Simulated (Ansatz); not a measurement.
One stationary structure of La2O3. Space group P-3m1 (No. 164). Computed with PBEsol (plane waves to 420 eV, PAW, scalar-relativistic; Ansatz, a program for electronic structure).

```xyz
5
Lattice="3.9063 0.0000 0.0000 -1.9532 3.3830 0.0000 0.0000 0.0000 6.0402" Properties=species:S:1:pos:R:3 pbc="T T T"
La     0.0000     2.2553     4.5021
La     1.9532     1.1277     1.5381
O      0.0000     0.0000     3.0201
O      1.9532     1.1277     5.1581
O      0.0000     2.2553     0.8821
```

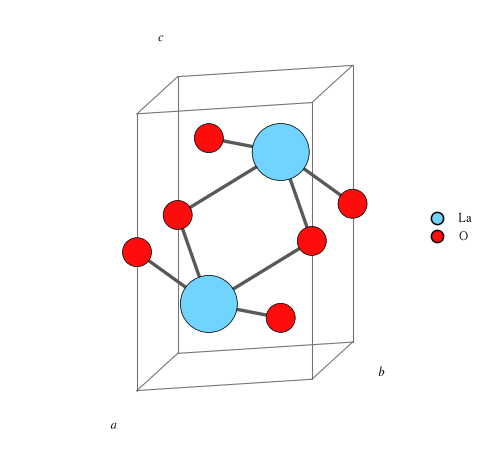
The conventional cell of the relaxed structure

For La2O3, the volume per atom comes out as 15.96 Å³, the band gap is 3.78 eV, indirect (valence top at k = (0, -0.5, -0.5), conduction bottom at K) (no spin-orbit coupling) and the smallest direct gap is 3.86 eV at K. The shortest distances comes out as La–O 2.35 Å; O–O 2.86 Å and the k-mesh comes out as 10×10×6.

Band energies at high-symmetry points (eV from the VBM; labels of this space group; no spin-orbit coupling), from −5 eV up to 4.7 eV:

```json
[
 {"point": "Γ", "energies": "-2.51 -2.51 -2.27 -2.27 -2.13 -1.76 -0.43 -0.43 -0.16 4.26 4.54 4.54"},
 {"point": "M", "energies": "-2.29 -2.11 -2.01 -1.33 -0.77 -0.76 -0.67 -0.42 -0.32 3.80"},
 {"point": "K", "energies": "-1.66 -1.66 -1.64 -1.33 -1.33 -0.88 -0.88 -0.86 -0.08 3.78"},
 {"point": "A", "energies": "-2.85 -2.85 -2.71 -1.97 -1.97 -1.07 -0.87 -0.32 -0.32"},
 {"point": "L", "energies": "-3.13 -2.26 -1.54 -1.27 -1.01 -0.97 -0.77 -0.37 0.00 4.40 4.61"},
 {"point": "H", "energies": "-2.40 -2.40 -1.76 -1.45 -1.45 -0.59 -0.29 -0.29 -0.21 4.21"}
]
```

No spin polarisation in the result.

The run could not lose the symmetry of its start.

The first start was generated by placing the elements on the sites of a structure type. Materials Project lists a structure of La2O3 in the same space group, P-3m1 (No. 164); the sites were not compared with it, nor with measured phases.
